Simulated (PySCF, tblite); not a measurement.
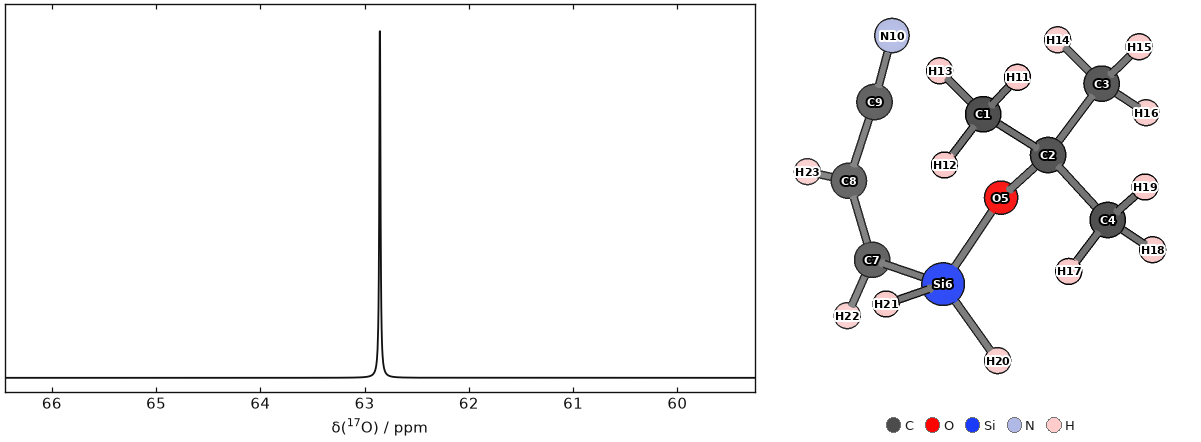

Spectrum and numbered structure of C₇H₁₃NOSi, SMILES CC(C)(C)O[SiH2]/C=C\C#N. GIAO shifts, PBE0/pcSseg-1 with PySCF 2.14.0, at a GFN2-xTB geometry (a minimum by its frequencies), against H₂O for ¹⁷O computed at the same level (¹⁷O: a single water molecule, while the usual scale starts at liquid water and gives values some tens of ppm lower). Gas phase, fully decoupled, line heights follow the number of nuclei, widths are arbitrary (no quadrupolar broadening); values of one conformer, averaged over nuclei that symmetry, rotation about single bonds or inversion at nitrogen exchange, these motions taken as fast; other conformers aren't averaged in.

Question: Where does the ¹⁷O line lie?

Answer: At 62.9 ppm (O5).

Note: the tight-binding geometry is rougher than a DFT one and adds to the error.
